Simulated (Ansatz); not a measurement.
**HfB2 (P6/mmm): scan of the energy under strain from a Python script**

What does a strain cost in HfB2 (P6/mmm)? Wanted for HfB2 (P6/mmm): a scan of the energy under strain.

Program: the Python package of Ansatz 0.2.0. Level of theory: DFT r2SCAN, plane waves, PAW. These are calculated values, not measurements.

### Step 1. The structure

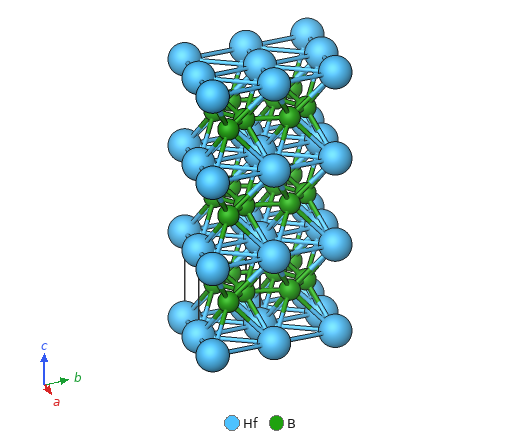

The starting structure, viewed slightly off an axis; hafnium blue, boron green. 2×2×3 cells are drawn. Atoms on cell faces are repeated.

No structure file is read: the coordinates are typed or built in the script.

### Step 2. The code

Contents of run_strain.py:

```python
# -*- coding: utf-8 -*-
'''Energy of HfB2 under biaxial strain, ions carried with the cell.'''

from dataclasses import dataclass
import warnings

import ansatz as az
import numpy as np


@dataclass(frozen=True)
class Settings:
    ecut: int = 530
    smearing: str = 'Fermi-Dirac'
    sigma: float = 0.15
    kgrid: tuple[int, ...] = (13, 13, 10)


settings = Settings()

vectors0 = np.array([
    [3.14, 0.0, 0.0],
    [-1.57, 2.71932, 0.0],
    [0.0, 0.0, 3.48],
])
sites = [
    ('Hf', (0.0, 0.0, 0.0)),
    ('B', (1 / 3, 2 / 3, 0.5)),
    ('B', (2 / 3, 1 / 3, 0.5)),
]


def build(cell):
    crystal = az.Crystal(lattice=az.Lattice.of(cell))
    for symbol, position in sites:
        crystal = crystal.atom(symbol, position)
    return crystal


def main():
    warnings.simplefilter('ignore', az.DeckWarning)

    # clamped ions: the fractional positions stay as typed
    values = np.linspace(-0.03, 0.03, 5)
    energies = []
    for d in values:
        strain = np.diag([d, d, 0])
        cell = vectors0 @ (np.eye(3) + strain)
        job = (
            build(cell).calculation()
            .functional(az.Functional.R2SCAN)
            .basis(settings.ecut)
            .occupations(settings.smearing, width=settings.sigma)
            .kpoints(*settings.kgrid)
            .stress()
        )
        rep = job.run().report
        energies.append(rep['free_energy_ev'] / len(sites))
        s = rep['stress_gpa']
        print(f'd = {d:+.4f}  stress xx yy zz xy (GPa, compression positive): {s[0][0]:8.3f} {s[1][1]:8.3f} {s[2][2]:8.3f} {s[0][1]:8.3f}')
    energies = np.array(energies)

    for value, e in zip(values, energies):
        print(f'strain {value:7.3f}   E - Emin = {1000 * (e - energies.min()):9.3f} meV/atom')
    np.savetxt('strain.csv', np.column_stack([values, energies]), fmt='%.6f', delimiter=',', header='strain,energy_eV_per_atom')
    curvature = 2 * np.polyfit(values, energies, 3)[1]
    volume = abs(np.linalg.det(vectors0)) / len(sites)
    print(f'd2E/dd2 over the volume: {curvature / volume * 160.21766:.1f} GPa')


if __name__ == '__main__':
    main()
```

### Step 3. What the engine is handed

The engine receives this input (first run):

```yaml
crystal:
  lattice:
    - [3.0458, 0.0, 0.0]
    - [-1.5229, 2.6377404, 0.0]
    - [0.0, 0.0, 3.48]
  atoms:
    - { symbol: Hf, position: [0.0, 0.0, 0.0] }
    - { symbol: B, position: [0.3333333333333333, 0.6666666666666666, 0.5] }
    - { symbol: B, position: [0.6666666666666666, 0.3333333333333333, 0.5] }
basis:
  ecutwfc: 530.0
kpoints:
  mp_grid:
    grid: [13, 13, 10]
hamiltonian:
  xc: r2scan
scf:
  occupations:
    method: fermi_dirac
    width: 0.15
output:
  stress: true
```

### Step 4. Launch

Run with:

```console
> python run_strain.py
```

Output:

```text
d = -0.0300  stress xx yy zz xy (GPa, compression positive):   22.466   22.466    8.020    0.000
d = -0.0150  stress xx yy zz xy (GPa, compression positive):   10.104   10.104    3.597    0.000
d = +0.0000  stress xx yy zz xy (GPa, compression positive):   -0.768   -0.768   -0.259    0.000
d = +0.0150  stress xx yy zz xy (GPa, compression positive):  -10.278  -10.278   -3.652    0.000
d = +0.0300  stress xx yy zz xy (GPa, compression positive):  -18.551  -18.551   -6.658   -0.000
strain  -0.030   E - Emin =    37.609 meV/atom
strain  -0.015   E - Emin =     8.349 meV/atom
strain   0.000   E - Emin =     0.000 meV/atom
strain   0.015   E - Emin =    10.545 meV/atom
strain   0.030   E - Emin =    38.085 meV/atom
d2E/dd2 over the volume: 1360.7 GPa
```

Run time: 55 s. Hardware: 1 thread of Arm Neoverse V1, shared host; peak memory 0.56 GiB.

File strain.csv afterwards:

```csv
# strain,energy_eV_per_atom
-0.030000,-5349.759200
-0.015000,-5349.788460
0.000000,-5349.796809
0.015000,-5349.786264
0.030000,-5349.758724
```

### Step 5. Inputs of later runs

The engine's inputs for some of the other runs:

Run 2, against run 1:

```diff
@@ -3,2 +3,2 @@
-    - [3.0458, 0.0, 0.0]
-    - [-1.5229, 2.6377404, 0.0]
+    - [3.0929, 0.0, 0.0]
+    - [-1.54645, 2.6785302, 0.0]
```

Run 4, against run 1:

```diff
@@ -3,2 +3,2 @@
-    - [3.0458, 0.0, 0.0]
-    - [-1.5229, 2.6377404, 0.0]
+    - [3.1870999999999996, 0.0, 0.0]
+    - [-1.5935499999999998, 2.7601098, 0.0]
```

Run 5, against run 1:

```diff
@@ -3,2 +3,2 @@
-    - [3.0458, 0.0, 0.0]
-    - [-1.5229, 2.6377404, 0.0]
+    - [3.2342000000000004, 0.0, 0.0]
+    - [-1.6171000000000002, 2.8008996, 0.0]
```

### Step 6. Run by run

One row for each of the 5 runs:

```tsv
run	strain	energy from run 3 (meV/atom)	pressure (GPa)	SCF cycles	CPU time (s)
1	-0.030	37.61	17.65	7	9.1
2	-0.015	8.35	7.94	7	10
3	0.000	0.00	-0.60	7	11
4	0.015	10.54	-8.07	7	12
5	0.030	38.08	-14.59	7	11
```

Energies are free energies F = E - TS of the smeared occupations. 

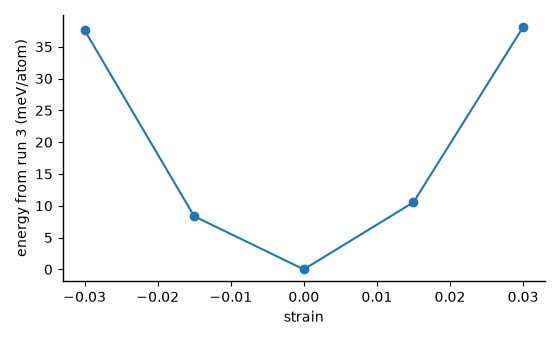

Energy against strain; lines join the points.

### Step 7. Outcome

| quantity | value |
| --- | --- |
| curvature under the strain | 1360.7 GPa |
| runs compared | 5 |
| range of energy | 38.08 meV/atom |
| lowest point, strain | 0.000 |

What this shows: Against the unstrained cell the energy per atom changes by +37.61 meV at one end of the scan and +38.08 meV at the other, and its second derivative over the volume is 1360.7 GPa. Caveats:
- Spin is left out of this run.
- The curvature belongs to this strain pattern and to the cell's stress; it equals a single elastic constant only for simple patterns.
- In a metal a curvature from energy changes of a few meV or less hangs on mesh and smearing, in size and even in sign.
- Spin-orbit coupling, which matters for elements this heavy, is left out.
- The ions keep their fractional positions (clamped ions).
